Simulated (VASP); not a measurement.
Band structure of Ca$_{3}$SbN (space group Pm-3m). Computed with LDA (Ceperley-Alder, Perdew-Zunger), VASP's LDA PAW potentials (set 64) (plane waves; VASP).

Unless said otherwise, spin-orbit coupling is left out, though it shifts the bands of the heavy elements here.

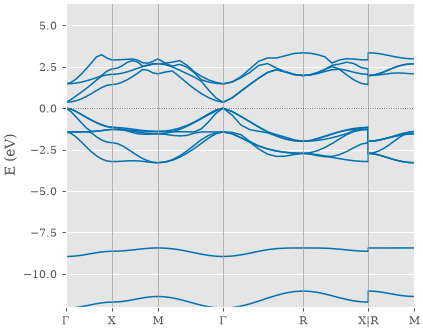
Figure. Bands along high-symmetry lines, zero at the valence-band maximum or, without a gap, the Fermi level

Read the plot: is there a gap, and where are the band edges?

The gap is direct, 0.35 eV, from the valence maximum at Γ to the conduction minimum at Γ.

The structure comes from a computed database's Ca3SbN entry (Pm-3m); how it stands against other phases isn't given here. The cell was not relaxed at this level.
